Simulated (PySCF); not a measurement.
# VN2H4SF (SMILES [NH2][V]([NH2])([F])=[S]) at 6 levels

We compute a comparison of 6 runs (HF/3-21G, HF/def2-SVP, B3LYP/6-31G*, PBE0/def2-SVP, CCSD(T)/6-31G) of VN2H4SF. 

The results are computed with PySCF 2.14.0.

**1. The structure to begin with**

The species is VN2H4SF (9 atoms), meant as a singlet with charge 0. As SMILES, `[NH2][V]([NH2])([F])=[S]`. The coordinates come from a PBE0-D4/def2-TZVP relaxation. This is one conformer, not always the lowest.

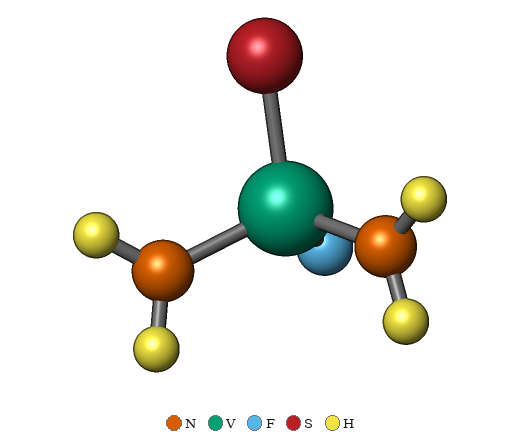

Viewed from a chosen angle; nitrogen orange, vanadium teal, fluorine blue, sulfur red, hydrogen yellow.

**2. Energy and forces at HF/3-21G (run 1)**

Input file calc.py:

```python
import pyscf.grad
from pyscf import gto, scf

molecule = gto.Mole()
molecule.atom = [
    ('N', (-1.189400, 0.784700, -0.601100)),
    ('V', (0.415800, -0.047100, -0.455100)),
    ('N', (0.629200, -0.804700, 1.178700)),
    ('F', (0.478700, -1.314800, -1.649800)),
    ('S', (1.836400, 1.338700, -0.669800)),
    ('H', (-2.059800, 0.294800, -0.440200)),
    ('H', (-1.337300, 1.767000, -0.770900)),
    ('H', (1.334800, -0.569300, 1.858500)),
    ('H', (-0.019900, -1.495600, 1.532400)),
]
molecule.basis = '3-21g'
molecule.verbose = 3
molecule.max_memory = 1860
molecule.spin = 0
molecule.build()

mf = scf.RHF(molecule)
mf.conv_tol = 1e-10
mf.kernel()
if not mf.converged:
    mf = mf.newton().run(mf.mo_coeff, mf.mo_occ)

e_tot = mf.e_tot
print(f'total energy: {e_tot:.8f} hartree')
grad = mf.Gradients().kernel()
mf.analyze()
```

Launch:

```
OMP_NUM_THREADS=1 python calc.py
```

Output:

```text
converged SCF energy = -1543.37863788328
[... 12 lines left out ...]
MO #3   energy= -26.1338810217794  occ= 2
[... 8 lines left out ...]
MO #12  energy= -6.5772244103932   occ= 2
[... 8 lines left out ...]
MO #21  energy= -0.912157907602949 occ= 2
[... 8 lines left out ...]
MO #30  energy= -0.443617131273392 occ= 2
[... 8 lines left out ...]
MO #39  energy= 0.0813657189277155 occ= 0
[... 8 lines left out ...]
MO #48  energy= 0.383181109831641  occ= 0
[... 8 lines left out ...]
MO #57  energy= 1.265670046859     occ= 0
[... 8 lines left out ...]
MO #66  energy= 2.06837071585312   occ= 0
[... 8 lines left out ...]
MO #75  energy= 3.9176620346801    occ= 0
[... 10 lines left out ...]
Dipole moment(X, Y, Z, Debye): -3.75293, -0.63253,  3.29293
```

Wall time 4.8 s (1 thread of Intel Xeon at 2.70GHz, shared host); peak memory 0.15 GiB.

**3. Energy and forces at HF/def2-SVP (run 2)**

Input file job.py:

```python
# [NH2][V]([NH2])([F])=[S]
import pyscf.grad
from pyscf import gto, scf

system = gto.M(
    atom='''
N     -2.247640     1.482868    -1.135914
V      0.785748    -0.089006    -0.860014
N      1.189016    -1.520663     2.227420
F      0.904612    -2.484612    -3.117670
S      3.470293     2.529776    -1.265739
H     -3.892458     0.557091    -0.831857
H     -2.527131     3.339146    -1.456790
H      2.522406    -1.075821     3.512056
H     -0.037606    -2.826274     2.895816
''',
    unit='bohr',
    verbose=3,
    basis='def2-svp',
    max_memory=1860,
    spin=0,
)

hf = scf.RHF(system)
hf.conv_tol = 1e-10
hf.kernel()
if not hf.converged:
    hf = hf.newton().run(hf.mo_coeff, hf.mo_occ)

e_tot = hf.e_tot
print(f'total energy: {e_tot:.8f} hartree')
grad = hf.Gradients().kernel()
dip = hf.dip_moment()
pop, q = hf.mulliken_pop()
```

Launch:

```
OMP_NUM_THREADS=1 python job.py
```

Output:

```text
converged SCF energy = -1550.6263015111
total energy: -1550.62630151 hartree
[... 8 lines left out ...]
Dipole moment(X, Y, Z, Debye): -2.53173,  0.44576,  3.00654
[... 121 lines left out ...]
charge of    8H =      0.16626
```

Run time: 23 s. Hardware: 1 thread of Intel Xeon at 2.70GHz, shared host; peak memory 0.27 GiB.

Runs 3 to 5 aren't shown in full; the table further down has their settings and results.

**4. The energy at CCSD(T)/6-31G (run 6)**

Input file job.py:

```python
from pyscf import gto, scf, cc

mol = gto.M(
    atom='''
N   -1.189400   0.784700  -0.601100
V    0.415800  -0.047100  -0.455100
N    0.629200  -0.804700   1.178700
F    0.478700  -1.314800  -1.649800
S    1.836400   1.338700  -0.669800
H   -2.059800   0.294800  -0.440200
H   -1.337300   1.767000  -0.770900
H    1.334800  -0.569300   1.858500
H   -0.019900  -1.495600   1.532400
''',
    basis='6-31g',
    max_memory=1860,
    verbose=3,
    spin=0,
)

mf = scf.RHF(mol)
mf.conv_tol = 1e-10
mf.kernel()
if not mf.converged:
    mf = mf.newton().run(mf.mo_coeff, mf.mo_occ)

mycc = cc.CCSD(mf, frozen=13)
mycc.kernel()
e_t = mycc.ccsd_t()
e_final = mycc.e_tot + e_t
print(f'total energy: {e_final:.8f} hartree')
dip = mf.dip_moment()
pop, q = mf.mulliken_pop()
```

Launch:

```
OMP_NUM_THREADS=1 python job.py
```

Output:

```text
converged SCF energy = -1550.87279258519
E(CCSD) = -1551.634029859993  E_corr = -0.7612372747998788
CCSD(T) correction = -0.0685471464223501
total energy: -1551.70257701 hartree
Dipole moment(X, Y, Z, Debye): -3.15983,  0.12518,  3.36439
 ** Mulliken pop  **
pop of  0 N 1s            1.99772
pop of  0 N 2s            0.75354
pop of  0 N 3s            0.91859
pop of  0 N 2px           0.78815
pop of  0 N 2py           0.78052
pop of  0 N 2pz           0.88715
pop of  0 N 3px           0.56193
pop of  0 N 3py           0.54917
pop of  0 N 3pz           0.82740
pop of  1 V 1s            1.99997
pop of  1 V 2s            1.99975
pop of  1 V 3s            2.00498
pop of  1 V 4s            0.23011
pop of  1 V 5s           -0.01940
pop of  1 V 2px           1.99983
pop of  1 V 2py           1.99983
pop of  1 V 2pz           1.99986
pop of  1 V 3px           2.00329
pop of  1 V 3py           2.00389
pop of  1 V 3pz           2.00695
pop of  1 V 4px           0.21648
pop of  1 V 4py           0.19470
pop of  1 V 4pz           0.20717
pop of  1 V 5px           0.00620
pop of  1 V 5py           0.00958
pop of  1 V 5pz           0.00852
pop of  1 V 3dxy          0.41525
pop of  1 V 3dyz          0.23943
pop of  1 V 3dz^2         0.29308
pop of  1 V 3dxz          0.19162
pop of  1 V 3dx2-y2       0.23779
pop of  1 V 4dxy          0.38586
pop of  1 V 4dyz          0.28269
pop of  1 V 4dz^2         0.31025
pop of  1 V 4dxz          0.24646
pop of  1 V 4dx2-y2       0.28624
pop of  2 N 1s            1.99772
pop of  2 N 2s            0.75354
pop of  2 N 3s            0.91855
pop of  2 N 2px           0.80462
pop of  2 N 2py           0.82894
pop of  2 N 2pz           0.82238
pop of  2 N 3px           0.62761
pop of  2 N 3py           0.68637
pop of  2 N 3pz           0.62482
pop of  3 F 1s            1.99786
pop of  3 F 2s            0.92619
pop of  3 F 3s            1.06701
pop of  3 F 2px           1.11185
pop of  3 F 2py           1.07163
pop of  3 F 2pz           1.08520
pop of  3 F 3px           0.77429
pop of  3 F 3py           0.74433
pop of  3 F 3pz           0.74884
pop of  4 S 1s            1.99973
pop of  4 S 2s            1.99860
pop of  4 S 3s            1.34502
pop of  4 S 4s            0.55545
pop of  4 S 2px           1.99225
pop of  4 S 2py           1.99218
pop of  4 S 2pz           1.99287
pop of  4 S 3px           0.95249
pop of  4 S 3py           0.94098
pop of  4 S 3pz           1.01837
pop of  4 S 4px           0.38380
pop of  4 S 4py           0.39027
pop of  4 S 4pz           0.57043
pop of  5 H 1s            0.50240
pop of  5 H 2s            0.11847
pop of  6 H 1s            0.50022
pop of  6 H 2s            0.10477
pop of  7 H 1s            0.50017
pop of  7 H 2s            0.10460
pop of  8 H 1s            0.50225
pop of  8 H 2s            0.11836
 ** Mulliken atomic charges  **
charge of    0N =     -1.06419
charge of    1V =      1.23962
charge of    2N =     -1.06456
charge of    3F =     -0.52721
charge of    4S =     -0.13243
charge of    5H =      0.37913
charge of    6H =      0.39501
charge of    7H =      0.39523
charge of    8H =      0.37939
```

Run time: 30 s. Hardware: 1 thread of Intel Xeon at 2.70GHz, shared host; peak memory 0.3 GiB.

**5. All runs side by side**

```
run                               level  integration grid  Cartesian functions   energy (Eh)  dipole moment (D) of the reference  HOMO energy (eV)  LUMO energy (eV)  wall time
  1                            HF/3-21G                 –                   no  -1543.378638                                5.03            -10.67              0.56      4.8 s
  2                         HF/def2-SVP                 –                   no  -1550.626302                                3.96            -10.64              0.94       23 s
  3  B3LYP/6-31G* (spherical functions)                 5                   no  -1554.012177                                4.11             -7.27             -2.71       78 s
  4  B3LYP/6-31G* (Cartesian functions)                 5                  yes  -1554.031154                                4.14             -7.26             -2.59       75 s
  5                       PBE0/def2-SVP                 5                   no  -1553.094230                                3.92             -7.54             -2.53       69 s
  6                       CCSD(T)/6-31G                 –                   no  -1551.702577                                4.62            -10.84              0.63       30 s
```

**6. Outcome**

```
                                           quantity           value
                                run 6: total energy  -1551.70258 Eh
        run 6: dipole moment (Hartree–Fock density)          4.62 D
         run 6: HOMO energy (Hartree–Fock orbitals)       -10.84 eV
         run 6: LUMO energy (Hartree–Fock orbitals)         0.63 eV
       run 6: HOMO–LUMO gap (Hartree–Fock orbitals)        11.46 eV
run 6: correlation energy (13 core orbitals frozen)      -829.8 mEh
                              run 6: (T) correction      -68.55 mEh
                               run 6: T1 diagnostic           0.036
```

Over runs 1, 2, 3, 4, 5 the dipole moment (its size) runs from 3.92 D (PBE0/def2-SVP) to 5.03 D (HF/3-21G). The two ends differ in method and basis. Over runs 1, 2, 3, 4, 5 the HOMO–LUMO gap runs from 4.57 eV (B3LYP/6-31G*) to 11.59 eV (HF/def2-SVP). Totals of different functionals can't be ranked against each other. In run 6 the T1 diagnostic is large, so a single reference may not serve. All runs together took 4.7 min, the longest 78 s.
